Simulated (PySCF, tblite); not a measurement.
# Dimethyl ether (C₂H₆O): isotopologues and vibrational averages

Aim: rotational constants, zero-point energies and shieldings of isotopologues of Dimethyl ether (C₂H₆O) (`COC`).

Computed with tblite 0.8.0 (tight binding) and PySCF 2.14.0 (DFT, with response routines of our own); each step states its level. Atoms count from 0 throughout.

### 1 The molecule as given

9 atoms, charge 0, multiplicity 1; geometry from: force field or distance geometry start.

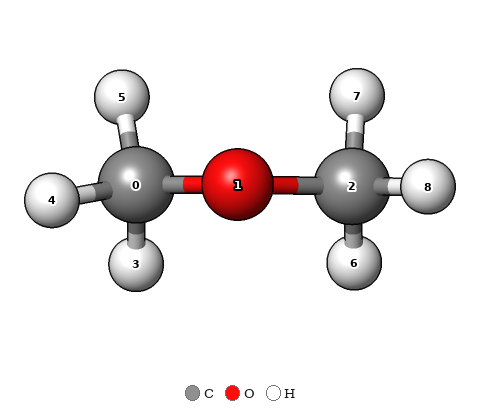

The starting geometry (carbon grey, oxygen red, hydrogen white), atoms numbered.

### 2 GFN2-xTB relaxation, lowest of a short conformer search

Job settings and geometry (Å):

```
{"job": {"xc": "GFN2-xTB", "basis": "xTB", "kind": "relax"}, "charge": 0, "multiplicity": 1}
C     -1.122500    -0.007200     0.073600
O     -0.001400     0.257400     0.713700
C      1.192800     0.023000    -0.013800
H     -1.131200    -1.038100    -0.290600
H     -1.989400     0.056300     0.846200
H     -1.338000     0.677900    -0.802100
H      1.209700    -0.981600    -0.406300
H      1.189400     0.756300    -0.871100
H      2.044800     0.279900     0.649600
```

Started as:

```sh
$ OMP_NUM_THREADS=1 python ens_run.py task.json out
```

One launch serves the whole session.

Output:

```text
step      E/eV     max force
  0    -309.61376    3.622
  1    -309.84793    0.708
  2    -309.86906    0.407
  3    -309.88763    0.319
  4    -309.89181    0.178
  5    -309.89305    0.092
  6    -309.89373    0.087
  7    -309.89422    0.055
  8    -309.89441    0.038
  9    -309.89455    0.036
 10    -309.89473    0.052
 11    -309.89500    0.058
 12    -309.89531    0.055
 13    -309.89558    0.052
 14    -309.89582    0.055
 15    -309.89611    0.060
 16    -309.89656    0.083
 17    -309.89705    0.077
 18    -309.89732    0.037
 19    -309.89738    0.011
 20    -309.89739    0.009
 21    -309.89740    0.008
 22    -309.89741    0.009
 23    -309.89742    0.009
 24    -309.89743    0.010
 25    -309.89743    0.010
 26    -309.89744    0.009
 27    -309.89745    0.007
 28    -309.89745    0.006
 29    -309.89746    0.004
 30    -309.89746    0.005
 31    -309.89746    0.004
```

Run time: 0.08 s. Hardware: 1 thread of Arm Neoverse V2, shared host.

Relaxing gained 0.284 eV and moved the atoms by 0.06 Å on average (rms).

### 3 Tight optimisation and Hessian

Job settings and geometry (Å):

```
{"job": {"xc": "B3LYP", "basis": "pcSseg-1", "grid": 2, "temperatures": [250, 298.15], "kind": "geom"}, "charge": 0, "multiplicity": 1}
C     -1.160240    -0.032880     0.079658
O      0.030665     0.218584     0.778429
C      1.174785     0.060894    -0.019054
H     -1.187709    -1.060459    -0.305022
H     -1.974557     0.110861     0.786649
H     -1.281272     0.659630    -0.763273
H      1.258189    -0.966004    -0.397847
H      1.163188     0.749235    -0.874029
H      2.031196     0.284115     0.613771
```

Output:

```text
step   0  E = -4218.1284004 eV  max force = 0.27564
step   1  E = -4218.1358144 eV  max force = 0.04731
step   2  E = -4218.1359184 eV  max force = 0.00249
step   3  E = -4218.1359191 eV  max force = 0.00019
step   4  E = -4218.1359191 eV  max force = 0.00019
harmonic wavenumbers (cm-1): 213.5 252.4 415.5 945.3 1124.9 1159.7 1190.2 1202.9 1266.5 1454.4 1474.0 1481.5 1483.0 1488.3 1508.8 2945.0 2958.4 2992.9 2998.8 3109.6 3110.7
```

It took 2.3 min on 1 thread of Arm Neoverse V2, shared host; peak memory 0.49 GiB.

### 4 Displacements along the modes, parent

Job settings and geometry (Å):

```
{"job": {"xc": "B3LYP", "basis": "pcSseg-1", "grid": 2, "temperatures": [250, 298.15], "kind": "vib", "mass_numbers": [12, 16, 12, 1, 1, 1, 1, 1, 1]}, "charge": 0, "multiplicity": 1}
C     -1.164964    -0.033461     0.083189
O      0.030933     0.221367     0.785126
C      1.179761     0.063228    -0.016706
H     -1.201691    -1.067721    -0.299319
H     -1.991544     0.113663     0.783601
H     -1.293267     0.655318    -0.769155
H      1.268107    -0.965487    -0.405688
H      1.178914     0.758194    -0.873673
H      2.047997     0.278875     0.611906
```

Output:

```text
mode    cm-1    km/mol   phi_rrr   E(+)/cm-1  E(-)/cm-1
  1    213.51     0.00      -4.4      51.84      52.11
  2    252.43     7.42      10.1      50.91      50.66
  3    415.50     2.85     -73.9      72.49      77.78
  4    945.31    39.23    -221.0     162.38     178.37
  5   1124.91    39.72      -0.2     202.78     202.80
  6   1159.67     0.00       0.5     209.18     209.08
  7   1190.25     7.10       0.2     214.61     214.43
  8   1202.93   105.34      -0.3     216.65     216.66
  9   1266.55     5.34      10.5     228.50     227.72
 10   1454.41     5.76       2.8     262.05     261.84
 11   1474.02     0.02      -0.7     265.34     265.37
 12   1481.54    15.93     -24.5     265.82     267.61
 13   1483.04     0.90     -39.7     265.60     268.43
 14   1488.34    18.82       2.9     268.06     267.84
 15   1508.84     2.46     -71.3     269.14     274.21
 16   2944.95    59.98     -35.2     529.82     532.35
 17   2958.42    64.62     872.8     565.11     502.29
 18   2992.88   151.56       8.0     540.56     539.98
 19   2998.79     0.15       3.9     541.45     541.14
 20   3109.58    29.01     310.7     573.46     551.15
 21   3110.68    19.45   -1299.0     515.94     609.26
```

Run time: 2.4 min. Hardware: 1 thread of Arm Neoverse V2, shared host; peak memory 0.49 GiB.

### 5 Displacements along the modes, 2H at atom 3

Changed since step 4:

```diff
@@ -1,2 +1,2 @@
-{"job": {"xc": "B3LYP", "basis": "pcSseg-1", "grid": 2, "temperatures": [250, 298.15], "kind": "vib", "mass_numbers": [12, 16, 12, 1, 1, 1, 1, 1, 1]}, "charge": 0, "multiplicity": 1}
+{"job": {"xc": "B3LYP", "basis": "pcSseg-1", "grid": 2, "temperatures": [250, 298.15], "kind": "vib", "mass_numbers": [12, 16, 12, 2, 1, 1, 1, 1, 1]}, "charge": 0, "multiplicity": 1}
 C     -1.164964    -0.033461     0.083189
```

Output:

```text
mode    cm-1    km/mol   phi_rrr   E(+)/cm-1  E(-)/cm-1
  1    196.99     0.51       1.7      46.62      46.41
  2    244.05     6.79     -22.9      49.88      51.15
  3    403.22     2.67      72.0      75.53      70.34
  4    928.08    28.36    -153.3     161.59     172.76
  5    967.16    14.15     -82.9     171.36     177.28
  6   1108.46    17.84      32.5     200.97     198.66
  7   1176.06     4.53       7.2     212.62     212.02
  8   1182.91   105.93      39.9     214.52     211.63
  9   1233.34    22.36     -13.8     221.74     222.69
 10   1336.11    13.79       6.8     240.91     240.47
 11   1369.09     5.45      15.0     247.39     246.34
 12   1465.61     1.06      -1.8     263.86     264.00
 13   1477.26     5.23     -60.1     263.86     268.14
 14   1482.21     6.73      71.6     269.46     264.30
 15   1497.18    11.55     105.3     273.40     265.83
 16   2182.21    41.95   -1240.0     351.36     440.42
 17   2950.58    62.89   -1163.4     491.40     575.05
 18   2974.95    80.38   -1764.2     477.12     603.78
 19   2995.85    64.69     -54.2     540.32     544.23
 20   3107.41    28.27    1730.4     626.28     502.12
 21   3110.16    21.12    1721.9     626.37     502.82
```

Run time: 2.5 min. Hardware: 1 thread of Arm Neoverse V2, shared host; peak memory 0.49 GiB.

### 6 Displacements along the modes, 2H at atom 4

Changed since step 5:

```diff
@@ -1,2 +1,2 @@
-{"job": {"xc": "B3LYP", "basis": "pcSseg-1", "grid": 2, "temperatures": [250, 298.15], "kind": "vib", "mass_numbers": [12, 16, 12, 2, 1, 1, 1, 1, 1]}, "charge": 0, "multiplicity": 1}
+{"job": {"xc": "B3LYP", "basis": "pcSseg-1", "grid": 2, "temperatures": [250, 298.15], "kind": "vib", "mass_numbers": [12, 16, 12, 1, 2, 1, 1, 1, 1]}, "charge": 0, "multiplicity": 1}
 C     -1.164964    -0.033461     0.083189
```

Output:

```text
mode    cm-1    km/mol   phi_rrr   E(+)/cm-1  E(-)/cm-1
  1    197.87     0.72      -3.2      46.23      46.47
  2    239.90     6.31      13.7      52.53      51.85
  3    404.94     2.82      68.5      75.69      70.79
  4    871.40    17.27    -138.8     152.00     162.07
  5   1028.68    21.28    -127.0     180.76     189.95
  6   1122.12     0.23       0.1     202.44     202.28
  7   1168.60   119.61    -164.8     204.72     216.59
  8   1179.88     4.24      -2.3     212.87     212.92
  9   1232.36    30.00     -13.4     221.60     222.59
 10   1306.50     8.03      -2.9     235.19     235.45
 11   1366.92     0.91     -43.1     244.79     247.95
 12   1466.31     7.91      37.3     265.48     262.79
 13   1477.66     8.31       1.1     266.11     265.99
 14   1487.30    17.08     -24.0     266.87     268.62
 15   1508.81     2.40     -70.9     269.15     274.19
 16   2276.94    19.91    1220.3     456.61     368.98
 17   2948.69    51.33    -852.1     501.72     562.98
 18   2965.43    67.96    1090.3     574.91     496.47
 19   2992.75   151.22      -8.6     539.93     540.55
 20   2998.59     0.00       4.3     541.42     541.09
 21   3110.04    24.30   -1823.2     499.59     630.40
```

Run time: 2.5 min. Hardware: 1 thread of Arm Neoverse V2, shared host; peak memory 0.49 GiB.

### 7 Displacements along the modes, 13C at atom 0, 2H at atom 4

Changed since step 6:

```diff
@@ -1,2 +1,2 @@
-{"job": {"xc": "B3LYP", "basis": "pcSseg-1", "grid": 2, "temperatures": [250, 298.15], "kind": "vib", "mass_numbers": [12, 16, 12, 1, 2, 1, 1, 1, 1]}, "charge": 0, "multiplicity": 1}
+{"job": {"xc": "B3LYP", "basis": "pcSseg-1", "grid": 2, "temperatures": [250, 298.15], "kind": "vib", "mass_numbers": [13, 16, 12, 1, 2, 1, 1, 1, 1]}, "charge": 0, "multiplicity": 1}
 C     -1.164964    -0.033461     0.083189
```

Output:

```text
mode    cm-1    km/mol   phi_rrr   E(+)/cm-1  E(-)/cm-1
  1    197.72     0.71       3.1      46.43      46.19
  2    239.70     6.28     -13.7      51.81      52.49
  3    402.40     2.73      67.9      75.20      70.34
  4    865.67    17.73    -140.4     150.91     161.09
  5   1015.12    21.63    -129.0     178.26     187.60
  6   1111.61     0.29       0.1     200.57     200.40
  7   1163.83   123.96    -183.7     203.21     216.44
  8   1179.00     4.08      -2.1     212.75     212.79
  9   1228.82    23.38      -5.1     221.29     221.68
 10   1306.40     8.08      -2.9     235.18     235.44
 11   1359.69     0.28     -46.1     243.38     246.75
 12   1465.90     8.45     -35.3     262.79     265.33
 13   1477.66     8.32      -1.7     265.97     266.13
 14   1485.78    15.13      10.0     267.85     267.10
 15   1507.01     2.89      71.5     273.89     268.81
 16   2264.05    18.88    1213.2     454.02     366.90
 17   2947.36    48.43    -497.5     513.88     549.65
 18   2960.96    69.85     972.2     569.46     499.49
 19   2983.85   108.39      -5.1     539.67     540.03
 20   2996.33    41.73      12.1     542.54     541.65
 21   3110.04    24.34   -1823.2     499.59     630.40
```

Wall time 2.5 min (1 thread of Arm Neoverse V2, shared host); peak memory 0.49 GiB.

### 8 Displacements along the modes, 13C at atom 0

Changed since step 7:

```diff
@@ -1,2 +1,2 @@
-{"job": {"xc": "B3LYP", "basis": "pcSseg-1", "grid": 2, "temperatures": [250, 298.15], "kind": "vib", "mass_numbers": [13, 16, 12, 1, 2, 1, 1, 1, 1]}, "charge": 0, "multiplicity": 1}
+{"job": {"xc": "B3LYP", "basis": "pcSseg-1", "grid": 2, "temperatures": [250, 298.15], "kind": "vib", "mass_numbers": [13, 16, 12, 1, 1, 1, 1, 1, 1]}, "charge": 0, "multiplicity": 1}
 C     -1.164964    -0.033461     0.083189
```

Output:

```text
mode    cm-1    km/mol   phi_rrr   E(+)/cm-1  E(-)/cm-1
  1    213.40     0.00      -4.5      51.86      52.14
  2    252.16     7.36      10.1      50.88      50.63
  3    412.38     2.75     -73.0      71.95      77.18
  4    934.50    38.79    -218.1     160.54     176.32
  5   1117.68    44.36     -10.0     201.12     201.85
  6   1154.86     0.08       0.5     208.35     208.22
  7   1186.50     6.79      -0.5     213.77     213.97
  8   1195.80    99.19     -22.8     214.55     216.19
  9   1260.58     5.22     -10.9     226.63     227.44
 10   1451.97     4.60       6.6     261.73     261.28
 11   1472.93     0.25      -2.4     265.07     265.24
 12   1479.65     1.33      47.9     268.14     264.71
 13   1480.66    15.51     -31.0     265.46     267.65
 14   1487.18    18.41      -3.7     267.61     267.87
 15   1507.18     2.91     -72.2     268.81     273.94
 16   2943.02    58.25    -317.5     519.40     542.24
 17   2956.73    64.81     893.7     565.63     501.31
 18   2984.19   110.25       3.6     540.01     539.76
 19   2996.36    40.39      11.9     542.51     541.64
 20   3099.70    24.41   -1830.9     497.47     628.83
 21   3110.07    23.74   -1816.7     499.81     630.15
```

Wall time 2.5 min (1 thread of Arm Neoverse V2, shared host); peak memory 0.49 GiB.

### 9 Displacements along the modes, 18O at atom 1

Changed since step 8:

```diff
@@ -1,2 +1,2 @@
-{"job": {"xc": "B3LYP", "basis": "pcSseg-1", "grid": 2, "temperatures": [250, 298.15], "kind": "vib", "mass_numbers": [13, 16, 12, 1, 1, 1, 1, 1, 1]}, "charge": 0, "multiplicity": 1}
+{"job": {"xc": "B3LYP", "basis": "pcSseg-1", "grid": 2, "temperatures": [250, 298.15], "kind": "vib", "mass_numbers": [12, 18, 12, 1, 1, 1, 1, 1, 1]}, "charge": 0, "multiplicity": 1}
 C     -1.164964    -0.033461     0.083189
```

Output:

```text
mode    cm-1    km/mol   phi_rrr   E(+)/cm-1  E(-)/cm-1
  1    213.51     0.00       4.4      52.11      51.84
  2    249.75     6.88      10.3      50.64      50.39
  3    409.84     2.93      73.2      76.73      71.48
  4    930.74    38.07    -220.2     159.79     175.72
  5   1112.51    69.09      -0.3     200.49     200.52
  6   1159.67     0.00      -0.5     209.08     209.18
  7   1178.50    65.58      -0.7     212.23     212.27
  8   1183.58     6.61       0.2     213.42     213.24
  9   1256.47     3.84      -3.2     226.20     226.45
 10   1452.58     7.71      -2.9     261.51     261.73
 11   1474.02     0.02       0.8     265.37     265.34
 12   1481.28    15.72      22.8     267.51     265.83
 13   1482.94     0.82      38.1     268.35     265.64
 14   1488.26    18.36       3.0     268.05     267.82
 15   1508.20     2.17     -72.0     269.00     274.12
 16   2944.89    60.33     -35.1     529.81     532.33
 17   2958.40    64.74     872.8     565.11     502.28
 18   2992.88   151.57       8.0     540.56     539.98
 19   2998.79     0.15       3.9     541.45     541.14
 20   3109.58    29.03    -310.5     551.16     573.45
 21   3110.68    19.45   -1299.0     515.94     609.26
```

Run time: 2.4 min. Hardware: 1 thread of Arm Neoverse V2, shared host; peak memory 0.49 GiB.

### 10 Vibrational averages by isotopologue

Job settings and geometry (Å):

```
{"job": {"xc": "B3LYP", "basis": "pcSseg-1", "grid": 2, "temperatures": [250, 298.15], "kind": "iso"}, "charge": 0, "multiplicity": 1}
C     -1.164964    -0.033461     0.083189
O      0.030933     0.221367     0.785126
C      1.179761     0.063228    -0.016706
H     -1.201691    -1.067721    -0.299319
H     -1.991544     0.113663     0.783601
H     -1.293267     0.655318    -0.769155
H      1.268107    -0.965487    -0.405688
H      1.178914     0.758194    -0.873673
H      2.047997     0.278875     0.611906
```

Output:

```text
parent
  Be/MHz 39415.474 9957.776 8846.439
  B0/MHz 39303.145 9809.213 8731.024
  ZPE/cm-1 17388.3
  <sigma>(0 K)/ppm 111.705 306.422 111.708 27.813 27.179 27.825 27.809 27.828 27.180
2H at atom 3
  Be/MHz 35271.082 9537.27 8489.798
  B0/MHz 35155.689 9397.631 8380.311
  ZPE/cm-1 16694.5
  <sigma>(0 K)/ppm 112.072 306.970 111.728 27.937 27.199 27.841 27.809 27.828 27.178
2H at atom 4
  Be/MHz 38882.872 9221.866 8237.148
  B0/MHz 38721.1 9091.802 8135.716
  ZPE/cm-1 16675.8
  <sigma>(0 K)/ppm 112.012 306.553 111.745 27.833 27.299 27.843 27.808 27.827 27.178
13C at atom 0, 2H at atom 4
  Be/MHz 38663.183 9016.744 8063.591
  B0/MHz 38506.143 8890.279 7964.681
  ZPE/cm-1 16634.5
  <sigma>(0 K)/ppm 112.033 306.621 111.746 27.835 27.301 27.845 27.808 27.827 27.178
13C at atom 0
  Be/MHz 39241.54 9698.566 8632.874
  B0/MHz 39132.447 9554.955 8520.806
  ZPE/cm-1 17348.8
  <sigma>(0 K)/ppm 111.722 306.487 111.707 27.814 27.180 27.826 27.809 27.828 27.178
18O at atom 1
  Be/MHz 37793.644 9957.776 8762.049
  B0/MHz 37709.469 9810.968 8650.272
  ZPE/cm-1 17348.5
  <sigma>(0 K)/ppm 111.730 306.559 111.732 27.814 27.180 27.826 27.810 27.829 27.180
```

Run time: 17 min. Hardware: 1 thread of Arm Neoverse V2, shared host; peak memory 0.49 GiB. This counts the whole study up to here.

Rotational constants (MHz) at equilibrium and in the ground state:

| isotopologue | Be | B0 | zero-point change (cm⁻¹) |
| --- | --- | --- | --- |
| parent | 39415.5, 9957.8, 8846.4 | 39303.1, 9809.2, 8731.0 | 0.0 |
| 2H at atom 3 | 35271.1, 9537.3, 8489.8 | 35155.7, 9397.6, 8380.3 | -693.8 |
| 2H at atom 4 | 38882.9, 9221.9, 8237.1 | 38721.1, 9091.8, 8135.7 | -712.4 |
| 13C at atom 0, 2H at atom 4 | 38663.2, 9016.7, 8063.6 | 38506.1, 8890.3, 7964.7 | -753.8 |
| 13C at atom 0 | 39241.5, 9698.6, 8632.9 | 39132.4, 9555.0, 8520.8 | -39.5 |
| 18O at atom 1 | 37793.6, 9957.8, 8762.0 | 37709.5, 9811.0, 8650.3 | -39.7 |

Shieldings of the first species (ppm): at equilibrium, the vibrational parts at 0 K, and the averages:

| atom | equilibrium | anharmonic | harmonic | 0 K | 250 K | 298.15 K |
| --- | --- | --- | --- | --- | --- | --- |
| C0 | 116.79 | -0.55 | -4.53 | 111.70 | 111.58 | 111.53 |
| O1 | 321.73 | -2.72 | -12.59 | 306.42 | 308.20 | 308.81 |
| C2 | 116.79 | -0.55 | -4.53 | 111.71 | 111.58 | 111.54 |
| H3 | 28.49 | -0.09 | -0.58 | 27.81 | 27.79 | 27.78 |
| H4 | 27.83 | -0.02 | -0.63 | 27.18 | 27.18 | 27.18 |
| H5 | 28.48 | -0.08 | -0.58 | 27.82 | 27.81 | 27.80 |
| H6 | 28.49 | -0.10 | -0.58 | 27.81 | 27.78 | 27.77 |
| H7 | 28.48 | -0.07 | -0.58 | 27.83 | 27.81 | 27.80 |
| H8 | 27.83 | -0.02 | -0.63 | 27.18 | 27.18 | 27.18 |

Isotope effects on the shieldings at 0 K (ppb; positive means more shielded):

| atom | 2H at atom 3 | 2H at atom 4 | 13C at atom 0, 2H at atom 4 | 13C at atom 0 | 18O at atom 1 |
| --- | --- | --- | --- | --- | --- |
| C0 | 367 | 307 | 328 | 17 | 25 |
| O1 | 548 | 131 | 199 | 65 | 137 |
| C2 | 20 | 37 | 39 | -1 | 24 |
| H3 | 124 | 20 | 22 | 2 | 1 |
| H4 | 20 | 120 | 122 | 1 | 1 |
| H5 | 16 | 18 | 20 | 2 | 1 |
| H6 | 0 | -1 | 0 | 0 | 1 |
| H7 | 0 | -2 | -1 | 0 | 1 |
| H8 | -2 | -2 | -2 | -1 | 1 |

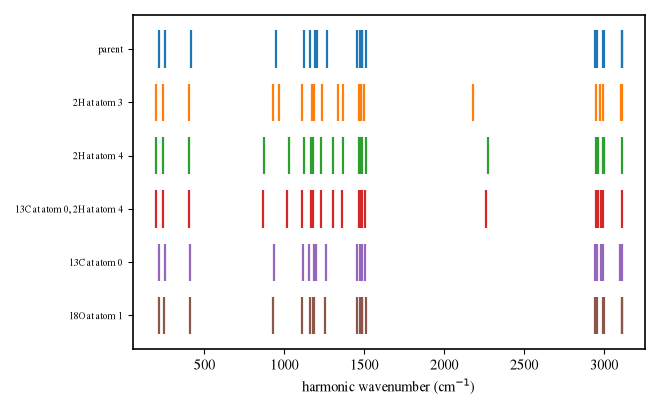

Harmonic wavenumbers of each isotopologue.

### 11 Outcome

```
                  quantity                        value
               point group                          C2v
   B0 of the first species  39303.1, 9809.2, 8731.0 MHz
         zero-point energy                   17388 cm⁻¹
zero-point change of σ(O1)                   -15.31 ppm
```

What this shows: Zero-point motion changes the shielding of O1 most, by -15.31 ppm. The largest secondary isotope effect is 548 ppb on O1, 2 bonds from the change (2H at atom 3). The lowest mode is soft, where perturbation theory is least sure. Internal rotors are held in one well.
